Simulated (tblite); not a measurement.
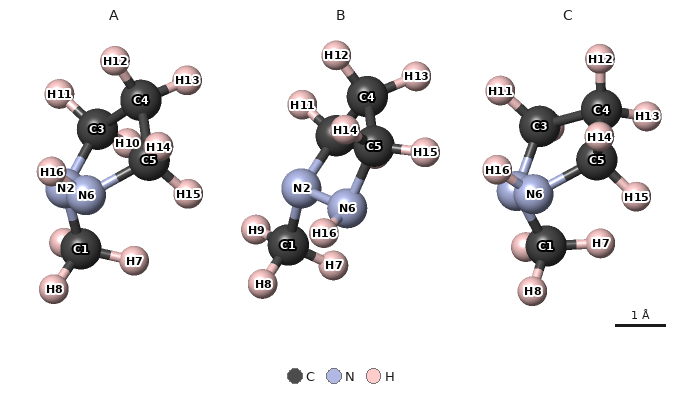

3 geometries from one relaxation of C4H10N2, in shuffled order. The picture is a ball-and-stick view, seen from a free direction.

The calculation used GFN2-xTB geometry optimisation, gas phase in tblite 0.8.0. 

Question: Put them in the order of the run, from the start to the converged end.

Answer: B, A, C. They are steps 0, 92, 142, at +25.6 kJ/mol, +2.82 kJ/mol relative to the last. The largest move after the best rigid fit is that of H16, 1.68 Å. By element the largest moves are H 1.68 Å, N 0.90 Å, C 0.63 Å. Near-neighbour distances that change, for instance: C4–C5 1.516 → 1.545 Å, C1–N2 1.478 → 1.451 Å, C4–H13 1.114 → 1.089 Å, N2–N6 1.446 → 1.421 Å. Among the angles between lasting bonds that change: N2–N6–H16 111.0° → 106.5°, N2–C3–C4 101.8° → 106.2°, N2–C3–H11 112.0° → 107.6°. Groups turn about N2–N6 by about 75°, N2–C3 by about 75°, C5–N6 by about 55°. Over 142 geometry steps the energy falls by 25.6 kJ/mol.
